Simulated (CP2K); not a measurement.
**One shape, several levels: doublet C2H3F+**

We compute a comparison of 4 runs (UHF/STO-3G, UHF/3-21G, AM1, PM6) of doublet C2H3F+. 

The calculation is run with CP2K 2026.2.

3 further runs of the same task are left out: 3 set aside as unsound or not needed.

## Step 1: Starting point

C2H3F+: 6 atoms, total charge +1, spin state doublet. SMILES of the parent species: `C=CF`. The shape is that of a PBE0-D4/def2-TZVP optimisation. That shape belongs to the parent species and isn't relaxed for this state.

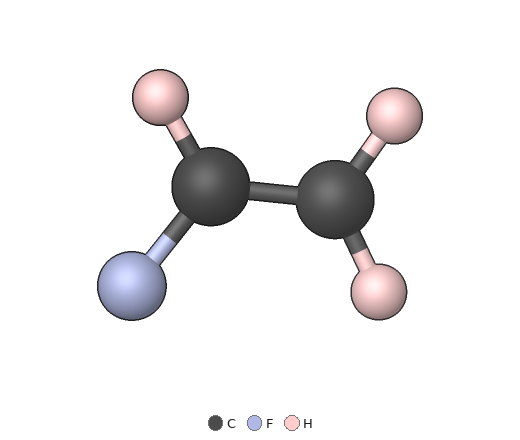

The structure, seen from a chosen angle (carbon dark grey, fluorine light blue, hydrogen pink).

## Step 2: The energy at UHF/STO-3G (run 1)

Contents of job.inp:

```
&GLOBAL
   PROJECT job
   RUN_TYPE ENERGY
   PRINT_LEVEL MEDIUM
&END GLOBAL

&FORCE_EVAL
   METHOD Quickstep
   &DFT
      BASIS_SET_FILE_NAME ./sto_3g.basis
      POTENTIAL_FILE_NAME POTENTIAL
      CHARGE 1
      MULTIPLICITY 2
      UKS T
      &QS
         METHOD GAPW
         EPS_DEFAULT 1.0E-10
      &END QS
      ! real-space grids
      &MGRID
         CUTOFF 280
         REL_CUTOFF 50
         NGRIDS 4
      &END MGRID
      &POISSON
         PERIODIC NONE
         POISSON_SOLVER MULTIPOLE
      &END POISSON
      &SCF
         SCF_GUESS ATOMIC
         EPS_SCF 1.0E-06
         MAX_SCF 40
         &OT
            MINIMIZER DIIS
            PRECONDITIONER FULL_ALL
         &END OT
         &OUTER_SCF
            EPS_SCF 1.0E-06
            MAX_SCF 8
         &END OUTER_SCF
      &END SCF
      ! functional
      &XC
         &XC_FUNCTIONAL NONE
         &END XC_FUNCTIONAL
         ! exact exchange
         &HF
            FRACTION 1
            &SCREENING
               EPS_SCHWARZ 1.0E-10
            &END SCREENING
            &MEMORY
               MAX_MEMORY 1050
            &END MEMORY
         &END HF
      &END XC
      &PRINT
         &MOMENTS
            PERIODIC F
            REFERENCE COM
            MAX_MOMENT 1
         &END MOMENTS
         &MO_CUBES
            NLUMO 5
            NHOMO -1
            WRITE_CUBE F
         &END MO_CUBES
         &LOWDIN ON
         &END LOWDIN
         &HIRSHFELD OFF
         &END HIRSHFELD
      &END PRINT
   &END DFT
   &SUBSYS
      ! vacuum box
      &CELL
         ABC 9.1 9.2 8.6
         PERIODIC NONE
      &END CELL
      &COORD
         C      4.012700     4.745550     3.867750
         C      5.038900     4.652850     4.687150
         F      5.515100     3.476750     5.106050
         H      3.505000     3.865850     3.493950
         H      3.668700     5.723250     3.560850
         H      5.595000     5.486550     5.101250
      &END COORD
      &KIND C
         BASIS_SET STO-3G
         POTENTIAL ALL
         LEBEDEV_GRID 194
         RADIAL_GRID 100
      &END KIND
      &KIND F
         BASIS_SET STO-3G
         POTENTIAL ALL
         LEBEDEV_GRID 194
         RADIAL_GRID 100
      &END KIND
      &KIND H
         BASIS_SET STO-3G
         POTENTIAL ALL
         LEBEDEV_GRID 194
         RADIAL_GRID 100
      &END KIND
   &END SUBSYS
&END FORCE_EVAL
```

Launch:

```bash
OMP_NUM_THREADS=1 cp2k.psmp -i job.inp -o job.out
```

Output:

```text
CP2K| version string:                                       CP2K version 2026.2
[...]
 GLOBAL| Method name                                                        CP2K
[...]
 GLOBAL| Run type                                                         ENERGY
[...]
 DFT| Spin unrestricted (spin-polarized) Kohn-Sham calculation               UKS
 DFT| Multiplicity                                                             2
[...]
 DFT| Charge                                                                   1
[...]
 QS| Method:                                                                GAPW
[...]
 QS| Density cutoff [a.u.]:                                                140.0
[...]
 QS| Relative density cutoff [a.u.]:                                        25.0
[...]
                             - Atoms:                                          6
[...]
                             - Spherical basis functions:                     18
[...]
 Number of electrons:                                                         12
[...]
     1 OT DIIS     0.15E+00    0.8     0.47206173      -160.6323324591 -1.61E+02
[...]
    32 OT DIIS     0.15E+00    0.4     0.00000097      -174.2534813370 -3.51E-10
  *** SCF run converged in    32 steps ***
[...]
  Overlap energy of the core charge distribution:               0.00000984800032
  Self energy of the core charge distribution:               -167.02030479950878
  Core Hamiltonian energy:                                    -17.32965953121182
  Hartree energy:                                              50.45523688282876
  Exchange-correlation energy:                                  0.00000000000000
  Hartree-Fock Exchange energy:                               -21.13774609032038
[...]
                     Mulliken Population Analysis
 #  Atom  Element  Kind  Atomic population (alpha,beta) Net charge  Spin moment
       1     C        1         3.350303     2.629305     0.020392     0.720998
       2     C        1         2.943113     2.780537     0.276350     0.162576
       3     F        2         4.581016     4.346342     0.072642     0.234674
       4     H        3         0.370452     0.421867     0.207681    -0.051415
       5     H        3         0.368907     0.421080     0.210013    -0.052174
       6     H        3         0.386209     0.400869     0.212922    -0.014660
 # Total charge and spin       12.000000    11.000000     1.000000     1.000000
[...]
  Dipole moment [Debye]
    X= -0.1499748E+01 Y=  0.2434128E+01 Z= -0.1275573E+01  Total=      3.1307047
[...]
 HOMO - LUMO gap [eV] :   15.005263
 ENERGY| Total FORCE_EVAL ( QS ) energy [hartree]           -174.253481336992820
[...]
```

Run time: 34 s. Hardware: 1 thread of Intel Xeon Platinum 8375C at 2.90GHz (Ice Lake), shared host; peak memory 0.48 GiB.

## Step 3: A single-point energy at UHF/3-21G (run 2)

Contents of qs.inp:

```
&GLOBAL
 PROJECT_NAME qs
 RUN_TYPE ENERGY
 PRINT_LEVEL MEDIUM
&END GLOBAL

&FORCE_EVAL
 METHOD QUICKSTEP
 &DFT
  BASIS_SET_FILE_NAME ./3_21g.basis
  POTENTIAL_FILE_NAME POTENTIAL
  CHARGE 1
  MULTIPLICITY 2
  UNRESTRICTED_KOHN_SHAM T
  &QS
   METHOD GAPW
   EPS_DEFAULT 1.0E-10
  &END QS
  # real-space grids
  &MGRID
   CUTOFF 280
   REL_CUTOFF 50
   NGRIDS 4
  &END MGRID
  &POISSON
   PERIODIC NONE
   POISSON_SOLVER MULTIPOLE
  &END POISSON
  &SCF
   SCF_GUESS ATOMIC
   EPS_SCF 1.0E-06
   MAX_SCF 40
   &OT ON
    MINIMIZER CG
    PRECONDITIONER FULL_ALL
   &END OT
   &OUTER_SCF
    EPS_SCF 1.0E-06
    MAX_SCF 10
   &END OUTER_SCF
  &END SCF
  # functional
  &XC
   &XC_FUNCTIONAL NONE
   &END XC_FUNCTIONAL
   # exact exchange
   &HF
    FRACTION 1
    &SCREENING
     EPS_SCHWARZ 1.0E-10
     SCREEN_ON_INITIAL_P F
    &END SCREENING
    &INTERACTION_POTENTIAL
     POTENTIAL_TYPE COULOMB
    &END INTERACTION_POTENTIAL
    &MEMORY
     MAX_MEMORY 1050
    &END MEMORY
   &END HF
  &END XC
  # extra output
  &PRINT
   &MOMENTS
    PERIODIC F
    REFERENCE COM
    MAX_MOMENT 1
   &END MOMENTS
   &MO_CUBES
    NLUMO 5
    NHOMO -1
    WRITE_CUBE F
   &END MO_CUBES
   &LOWDIN ON
   &END LOWDIN
   &HIRSHFELD OFF
   &END HIRSHFELD
  &END PRINT
 &END DFT
 &SUBSYS
  &CELL
   ABC [angstrom] 9.1 9.2 8.6
   PERIODIC NONE
  &END CELL
  &COORD
   C     -0.536200     0.076400    -0.442800
   C      0.490000    -0.016300     0.376600
   F      0.966200    -1.192400     0.795500
   H     -1.043900    -0.803300    -0.816600
   H     -0.880200     1.054100    -0.749700
   H      1.046100     0.817400     0.790700
  &END COORD
  &TOPOLOGY
   &CENTER_COORDINATES
   &END CENTER_COORDINATES
  &END TOPOLOGY
  &KIND C
   BASIS_SET 3-21G
   POTENTIAL ALL
   LEBEDEV_GRID 194
   RADIAL_GRID 100
  &END KIND
  &KIND F
   BASIS_SET 3-21G
   POTENTIAL ALL
   LEBEDEV_GRID 194
   RADIAL_GRID 100
  &END KIND
  &KIND H
   BASIS_SET 3-21G
   POTENTIAL ALL
   LEBEDEV_GRID 194
   RADIAL_GRID 100
  &END KIND
 &END SUBSYS
&END FORCE_EVAL
```

Launch:

```bash
OMP_NUM_THREADS=1 cp2k.psmp qs.inp > qs.out
```

Output:

```text
CP2K| version string:                                       CP2K version 2026.2
[...]
 GLOBAL| Method name                                                        CP2K
[...]
 GLOBAL| Run type                                                         ENERGY
[...]
 DFT| Spin unrestricted (spin-polarized) Kohn-Sham calculation               UKS
 DFT| Multiplicity                                                             2
[...]
 DFT| Charge                                                                   1
[...]
 QS| Method:                                                                GAPW
[...]
 QS| Density cutoff [a.u.]:                                                140.0
[...]
 QS| Relative density cutoff [a.u.]:                                        25.0
[...]
                             - Atoms:                                          6
[...]
                             - Spherical basis functions:                     33
[...]
 Number of electrons:                                                         12
[...]
     1 OT CG       0.15E+00    0.6     0.21220967      -168.0815676830 -1.68E+02
[...]
    35 OT CG       0.53E+00    0.4     0.00000087      -175.5753686778 -2.42E-10
  *** SCF run converged in    35 steps ***
[...]
  Overlap energy of the core charge distribution:               0.00000984800032
  Self energy of the core charge distribution:               -167.02030479950878
  Core Hamiltonian energy:                                    -17.65660366311420
  Hartree energy:                                              50.00342210745287
  Exchange-correlation energy:                                  0.00000000000000
  Hartree-Fock Exchange energy:                               -21.09612473378062
[...]
                     Mulliken Population Analysis
 #  Atom  Element  Kind  Atomic population (alpha,beta) Net charge  Spin moment
       1     C        1         3.521951     2.812540    -0.334491     0.709411
       2     C        1         2.975137     2.627249     0.397615     0.347888
       3     F        2         4.670225     4.583907    -0.254132     0.086317
       4     H        3         0.270440     0.325382     0.404178    -0.054942
       5     H        3         0.277536     0.333177     0.389287    -0.055642
       6     H        3         0.284712     0.317745     0.397543    -0.033034
 # Total charge and spin       12.000000    11.000000     1.000000     1.000000
[...]
  Dipole moment [Debye]
    X= -0.2297155E+01 Y=  0.3661629E+01 Z= -0.1952253E+01  Total=      4.7429674
[...]
 HOMO - LUMO gap [eV] :   14.787773
 ENERGY| Total FORCE_EVAL ( QS ) energy [hartree]           -175.575368677778130
[...]
```

Wall time 28 s (1 thread of Intel Xeon Platinum 8375C at 2.90GHz (Ice Lake), shared host); peak memory 0.48 GiB.

## Step 4: The energy at AM1 (run 3)

Contents of molecule.xyz:

```xyz
6

C     -0.536200     0.076400    -0.442800
C      0.490000    -0.016300     0.376600
F      0.966200    -1.192400     0.795500
H     -1.043900    -0.803300    -0.816600
H     -0.880200     1.054100    -0.749700
H      1.046100     0.817400     0.790700
```

Contents of gas.inp:

```
&GLOBAL
  PROJECT gas
  RUN_TYPE ENERGY
  PRINT_LEVEL MEDIUM
&END GLOBAL

&FORCE_EVAL
  METHOD Quickstep
  &DFT
    CHARGE 1
    MULTIPLICITY 2
    UNRESTRICTED_KOHN_SHAM T
    &QS
      METHOD AM1
      EPS_DEFAULT 1.0E-10
      &SE
        &COULOMB
          CUTOFF [angstrom] 50
          RC_RANGE [angstrom] 0
        &END COULOMB
        &EXCHANGE
          CUTOFF [angstrom] 50
          RC_RANGE [angstrom] 0
        &END EXCHANGE
      &END SE
    &END QS
    &POISSON
      PERIODIC NONE
      POISSON_SOLVER ANALYTIC
    &END POISSON
    &SCF
      SCF_GUESS ATOMIC
      EPS_SCF 1.0E-06
      MAX_SCF 100
      ADDED_MOS 8
      &DIAGONALIZATION
        ALGORITHM STANDARD
      &END DIAGONALIZATION
      &MIXING
        METHOD DIRECT_P_MIXING
        ALPHA 0.4
      &END MIXING
    &END SCF
    &PRINT
      &MOMENTS
        PERIODIC F
        REFERENCE COM
        MAX_MOMENT 1
      &END MOMENTS
      &MO ON
        ENERGIES T
        OCCUPATION_NUMBERS T
        NDIGITS 6
        &EACH
          QS_SCF 0
        &END EACH
        ADD_LAST NUMERIC
      &END MO
      &HIRSHFELD OFF
      &END HIRSHFELD
    &END PRINT
  &END DFT
  &SUBSYS
    &CELL
      ABC 10.1 10.2 9.6
      PERIODIC NONE
    &END CELL
    &TOPOLOGY
      COORD_FILE_NAME molecule.xyz
      COORD_FILE_FORMAT XYZ
      &CENTER_COORDINATES
      &END CENTER_COORDINATES
    &END TOPOLOGY
  &END SUBSYS
&END FORCE_EVAL
```

Launch:

```bash
OMP_NUM_THREADS=1 cp2k.psmp gas.inp > gas.out
```

Output:

```text
CP2K| version string:                                       CP2K version 2026.2
[...]
 GLOBAL| Method name                                                        CP2K
[...]
 GLOBAL| Run type                                                         ENERGY
[...]
 *** WARNING in qs_environment.F:2191 :: More ADDED_MOs requested for beta ***
 *** spin than available.                                                  ***
 *** WARNING in qs_environment.F:2210 :: More added MOs requested than     ***
 *** available. The full set of unoccupied MOs will be used. Use           ***
 *** 'ADDED_MOS -1' to always use all available MOs and to get rid of this ***
[...]
                             - Atoms:                                          6
[...]
                             - Spherical basis functions:                     15
[...]
 Number of electrons:                                                          9
[...]
     1 P_Mix/Diag. 0.40E+00    0.0     0.38582255       -23.8129101165 -2.38E+01
[...]
    16 DIIS/Diag.  0.12E-06    0.0     0.00000031       -28.3639594950 -3.18E-12
  *** SCF run converged in    16 steps ***
  Core-core repulsion energy [eV]:                            869.81258651852886
  Core Hamiltonian energy [eV]:                             -1224.01087571628818
  Two-electron integral energy [eV]:                         -835.24860062694404
  Electronic energy [eV]:                                   -1641.63517602976003
  Total energy [eV]:                                         -771.82258951123117
  Atomic reference energy [eV]:                               780.52965137707520
  Heat of formation [kcal/mol]:                               200.78963254112335
[...]
 SE_DIPOLE| Moment [Debye]          1.70026732      -2.69587748       1.44415356
 SE_DIPOLE| Derivative [a.u.]       0.00000000       0.00000000       0.00000000
 ENERGY| Total FORCE_EVAL ( QS ) energy [hartree]            -28.363959495035704
[...]
```

It took 1 s on 1 thread of Intel Xeon Platinum 8375C at 2.90GHz (Ice Lake), shared host; peak memory 0.19 GiB.

## Step 5: The energy at PM6 (run 4)

Contents of run.inp:

```
&FORCE_EVAL
   METHOD QS
   &DFT
      CHARGE 1
      MULTIPLICITY 2
      SPIN_POLARIZED T
      &QS
         METHOD PM6
         EPS_DEFAULT 1.0E-10
         &SE
            &COULOMB
               CUTOFF [angstrom] 50
               RC_RANGE [angstrom] 0
            &END
            &EXCHANGE
               CUTOFF [angstrom] 50
               RC_RANGE [angstrom] 0
            &END
         &END
      &END
      &POISSON
         PERIODIC NONE
         POISSON_SOLVER ANALYTIC
      &END
      ! SCF settings
      &SCF
         SCF_GUESS ATOMIC
         EPS_SCF 1.0E-07
         MAX_SCF 40
         &OT
            MINIMIZER CG
            PRECONDITIONER FULL_ALL
         &END
         &OUTER_SCF
            EPS_SCF 1.0E-07
            MAX_SCF 8
         &END
      &END
      &PRINT
         &MOMENTS
            PERIODIC F
            REFERENCE COM
            MAX_MOMENT 1
         &END
         &MO_CUBES
            NLUMO 3
            NHOMO -1
            WRITE_CUBE F
         &END
         &HIRSHFELD OFF
         &END
      &END
   &END
   &SUBSYS
      &CELL
         ABC 14.1 14.2 13.6
         PERIODIC NONE
      &END
      &COORD
         C      6.512700     7.245550     6.367750
         C      7.538900     7.152850     7.187150
         F      8.015100     5.976750     7.606050
         H      6.005000     6.365850     5.993950
         H      6.168700     8.223250     6.060850
         H      8.095000     7.986550     7.601250
      &END
   &END
&END
&GLOBAL
   PROJECT run
   RUN_TYPE ENERGY
   PRINT_LEVEL MEDIUM
&END
```

Launch:

```bash
OMP_NUM_THREADS=1 cp2k.psmp run.inp > run.out
```

Output:

```text
CP2K| version string:                                       CP2K version 2026.2
[...]
 GLOBAL| Method name                                                        CP2K
[...]
 GLOBAL| Run type                                                         ENERGY
[...]
                             - Atoms:                                          6
[...]
                             - Spherical basis functions:                     15
[...]
 Number of electrons:                                                          9
[...]
     1 OT CG       0.15E+00    0.1     0.20927626       -24.5197589801 -2.45E+01
[...]
    12 OT CG       0.87E+00    0.0     0.00000006       -27.3959133718 -4.20E-12
  *** SCF run converged in    12 steps ***
  Core-core repulsion energy [eV]:                            869.52403242014145
  Core Hamiltonian energy [eV]:                             -1198.76154226334666
  Two-electron integral energy [eV]:                         -832.48641003556065
  Electronic energy [eV]:                                   -1615.00474728112704
  Total energy [eV]:                                         -745.48071486098547
  Atomic reference energy [eV]:                               754.71981737707506
  Heat of formation [kcal/mol]:                               213.05878237670885
[...]
 SE_DIPOLE| Moment [Debye]          1.81911587      -2.90660618       1.54592058
 SE_DIPOLE| Derivative [a.u.]       0.00000000       0.00000000       0.00000000
 *** WARNING in qs_scf_post_se.F:140 :: Printing of MO cube files not ***
 *** implemented for Semi-Empirical method.                           ***
 ENERGY| Total FORCE_EVAL ( QS ) energy [hartree]            -27.395913371798979
[...]
```

Wall time 2.7 s (1 thread of Intel Xeon Platinum 8375C at 2.90GHz (Ice Lake), shared host); peak memory 0.19 GiB.

## Step 6: The series

```
run       level  ot minimizer  outer scf  energy (Eh)  HOMO energy (eV)  LUMO energy (eV)  wall time
  1  UHF/STO-3G          DIIS          8  -174.253481            -19.87             -6.88       34 s
  2   UHF/3-21G            CG         10  -175.575369            -20.53             -8.44       28 s
  3         AM1             –          –   -28.363959            -18.81             -9.91        1 s
  4         PM6            CG          8   -27.395913                 –                 –      2.7 s
```

## Step 7: Results

```
                quantity           value
     run 4: total energy    -27.39591 Eh
run 4: heat of formation  213.1 kcal/mol
```

What this shows: In run 1 the basis is minimal, so the values are rough. Force-field and semi-empirical energies have zeros of their own, so their totals don't compare. All runs together took 66 s, the longest 34 s.
